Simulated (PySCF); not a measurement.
Vertical excitations of a molecule CH7FOSi2 from TDDFT-PBE/def2-SVPD (PySCF), as energy in eV (oscillator strength): 5.07 (0.002), 5.78 (0.004), 5.85 (0.004), 5.95 (0.027), 6.29 (0.003), 6.60 (0.018), 6.67 (0.006), 6.79 (0.058), 6.88 (0.001), 6.94 (0.010). Lowest triplet (TDA): 4.77 eV. Coordinates come from a PBE0-D3(BJ)/def2-SVP optimisation. One conformer was computed; it need not be the lowest.

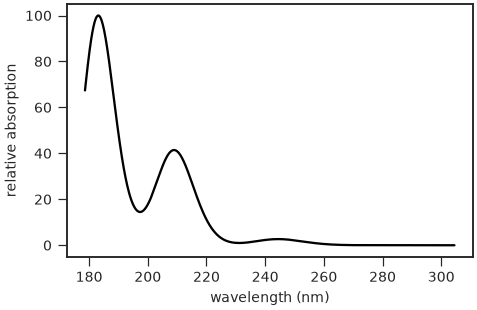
The lines broadened by 0.4 eV.

**Question.** Which molecule gave these data?
A) CO[Si@@H](F)[SiH3]
B) F[SiH2]OC[SiH3]
C) C[Si@@H](F)[SiH2]O
D) OC[SiH2][SiH2]F

**Answer.** D, OC[SiH2][SiH2]F
